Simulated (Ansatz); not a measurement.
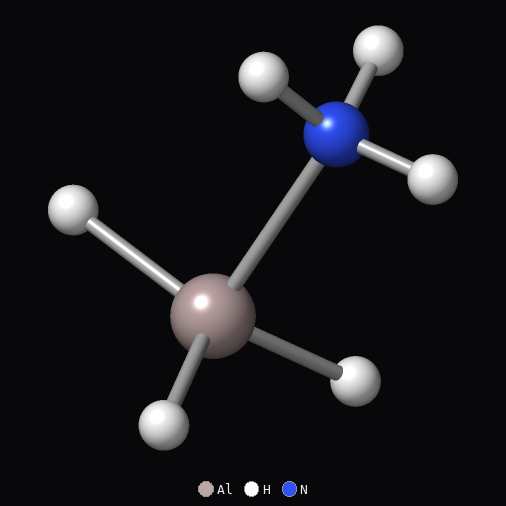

Sticks follow a distance rule. Harmonic vibrations computed with RKS PBE0-D4/def2-TZVP (Ansatz 0.2.0) at a stationary point of the same level.

How many imaginary frequencies does it have?

Answer. A minimum: no imaginary frequency, and the lowest mode lies at 131 cm⁻¹.

How many vibrational modes are there, and where do they lie?

Answer. 18 modes: 131, 375, 375, 423, 704, 704, 762, 780, 781, 1246, 1653, 1653, 1847, 1847, 1864, 3489, 3605, 3605 cm⁻¹.
